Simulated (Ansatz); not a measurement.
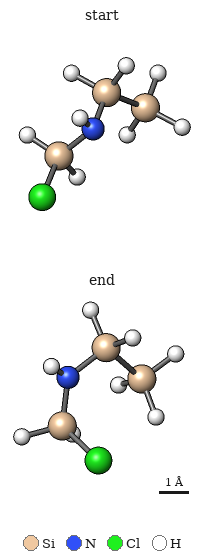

The structure of Si3NH8Cl (coarse preliminary run) before (top) and after (bottom) a relaxation, at one scale.

A ball-and-stick model, seen from a free direction.

The start comes from a force field.

Computed with RKS PBE-D4/def2-SVP (Ansatz).

The input:
```yaml
crystal:
  periodic: [false, false, false]
  atoms:
    - {symbol: Si, position_ang: [0.220200, 2.026600, -0.833300]}
    - {symbol: Si, position_ang: [0.301200, -0.248800, -1.033600]}
    - {symbol: N, position_ang: [-0.787900, -1.165800, -0.094600]}
    - {symbol: Si, position_ang: [-0.219900, -1.139400, 1.542900]}
    - {symbol: Cl, position_ang: [-1.554000, -2.375800, 2.572300]}
    - {symbol: H, position_ang: [0.542900, 2.494200, 0.536900]}
    - {symbol: H, position_ang: [1.142800, 2.725900, -1.788700]}
    - {symbol: H, position_ang: [-1.168900, 2.569500, -1.135900]}
    - {symbol: H, position_ang: [1.690200, -0.710300, -0.743400]}
    - {symbol: H, position_ang: [-0.013400, -0.629700, -2.403000]}
    - {symbol: H, position_ang: [-0.767200, -2.129700, -0.381100]}
    - {symbol: H, position_ang: [-0.386600, 0.228700, 2.108200]}
    - {symbol: H, position_ang: [1.020900, -1.680200, 1.668200]}
basis:
  gaussian: {orbitals: def2-SVP}
hamiltonian: {xc: pbe, dispersion: d4}
relax: {f_tol: 0.03, max_steps: 200}
```

Describe what moved and what it gained.

After 20 accepted moves (21 points after the start) the energy has fallen by 86.2 kJ/mol. Largest force component: 3.8 eV/Å at the start, 0.015 eV/Å at the end. The line search rejected the trial step at point 6 of the run. The largest move after the best rigid fit is that of Cl5, 1.98 Å. By element the largest moves are Cl 1.98 Å, H 1.46 Å, N 1.17 Å, Si 0.35 Å. Some distances before and after: Si2–Si4 2.775 → 3.142 Å, Si4–H13 1.359 → 1.499 Å, Si1–Si2 2.286 → 2.356 Å, Si2–N3 1.706 → 1.769 Å. Bond angles that change, for instance: Si2–N3–Si4 107.6° → 127.4°, N3–Si4–Cl5 104.3° → 113.5°, Si4–N3–H11 106.1° → 115.0°.
